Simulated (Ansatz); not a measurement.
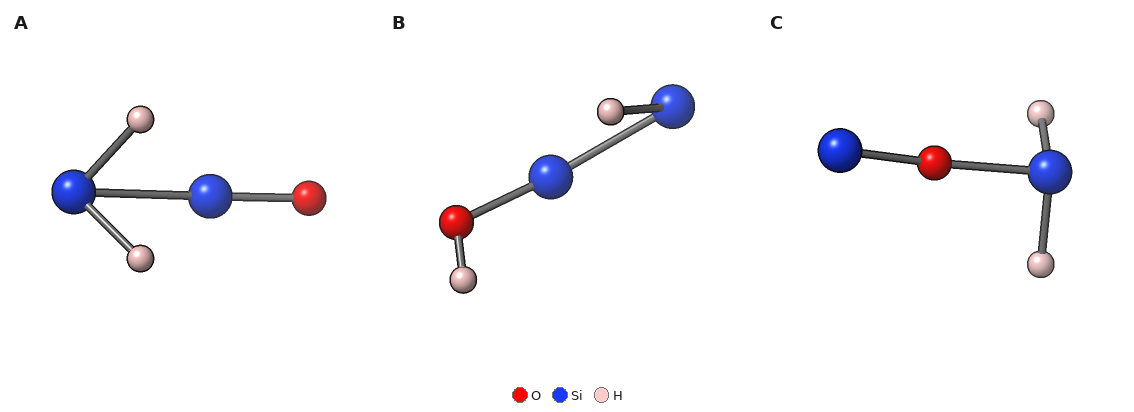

3 stationary structures of one formula. Geometries: PBE-D4/def2-SVP. Electronic energies: PBE-D4/def2-SVP (Ansatz 0.2.0), without zero-point energy. No frequency run is at hand to confirm each as a minimum.

### Rank them by energy, lowest first.

C is lowest; A lies 0.006 eV above it, B lies 0.397 eV above it.
